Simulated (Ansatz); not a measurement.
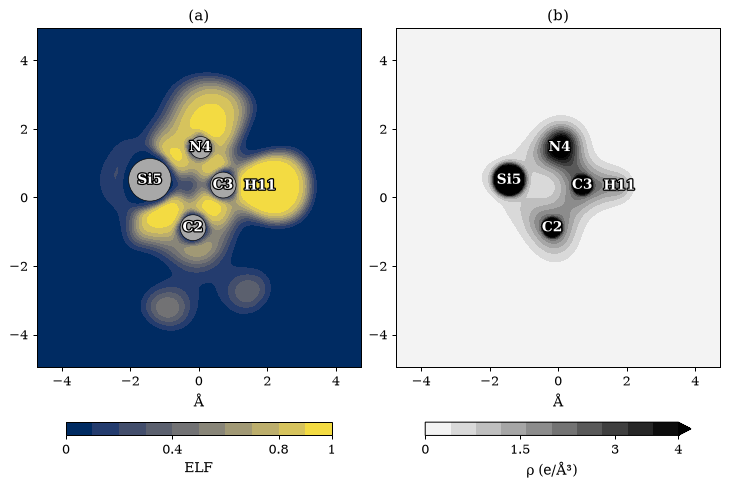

The picture shows: C$_{3}$H$_{6}$FNSi. (a) ELF; (b) electron density on the plane of atoms C3, C2 and Si5. Grey discs cover the atomic cores in the ELF map.

Geometry: PBE0-D4/def2-TZVP.

Computed with RKS PBE0-D4/def2-TZVPP in Ansatz.

```yaml
atoms:
  - { symbol: C, position_ang: [0.9773, -1.1034, -0.5557] }
  - { symbol: C, position_ang: [0.4488, 0.0543, 0.2697] }
  - { symbol: C, position_ang: [-0.7647, -0.2120, 1.1513] }
  - { symbol: N, position_ang: [-1.7066, 0.6508, 1.0103] }
  - { symbol: Si, position_ang: [-0.7911, 1.3332, -0.3352] }
  - { symbol: F, position_ang: [-0.4195, 2.8784, -0.2339] }
  - { symbol: H, position_ang: [0.2015, -1.5286, -1.1975] }
  - { symbol: H, position_ang: [1.3564, -1.9085, 0.0806] }
  - { symbol: H, position_ang: [1.7977, -0.7802, -1.1993] }
  - { symbol: H, position_ang: [1.2434, 0.5051, 0.8738] }
  - { symbol: H, position_ang: [-0.8447, -1.0721, 1.8297] }
  - { symbol: H, position_ang: [-1.4215, 1.1278, -1.6597] }
```

**Interpret the plot.**

Atoms in the plane: C, N, Si and H.
C–N (1.29 Å): ρ is about 2.8 e/Å³ halfway; the ELF peaks at about 0.90 between the atoms; localised, covalent bonding.
C–C (1.52 Å): the density is about 1.7 e/Å³ at the midpoint; the ELF peaks at about 0.95 between the atoms: a shared electron pair.
Si–N (1.76 Å): ρ at the midpoint is about 1.1 e/Å³; the ELF peaks at about 0.90 between the atoms (a shared but strongly polarised pair).
C–Si (1.88 Å): the density is about 0.94 e/Å³ at the midpoint; the ELF peaks at about 0.95 between the atoms (a shared electron pair).
C–H (1.10 Å): ρ at the midpoint is about 2.1 e/Å³; the ELF climbs to about 1 towards the hydrogen, as it does in any bond to H (an ordinary covalent bond to hydrogen).
The ELF also peaks beside N4, away from the bonds: lone-pair regions.
